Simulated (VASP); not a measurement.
Band structure of ZrS2 (1T layered). Calculation: PBE GGA with D4 dispersion, VASP's PBE PAW potentials (set 64) (plane waves; VASP).

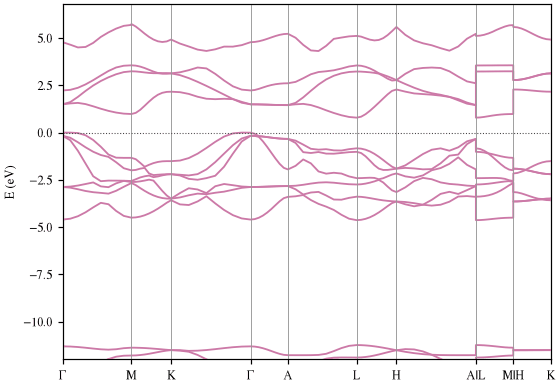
Fig. 1. Bands along high-symmetry lines, zero at the valence-band maximum or, without a gap, the Fermi level

**Question.** Read the plot: is there a gap, and where are the band edges?

**Answer.** The gap is indirect, 0.79 eV, from the valence maximum at K-Γ at 0.89 to the conduction minimum at L. (Edges off the drawn lines would not show.)

Measured: gap 1.70 eV (computed value off by -0.91 eV), as given by Miłosz Rybak et al., Nanomaterials (2022), arXiv:2210.12074.

The compound is ZrS2 in the 1T layered structure. It was relaxed first.
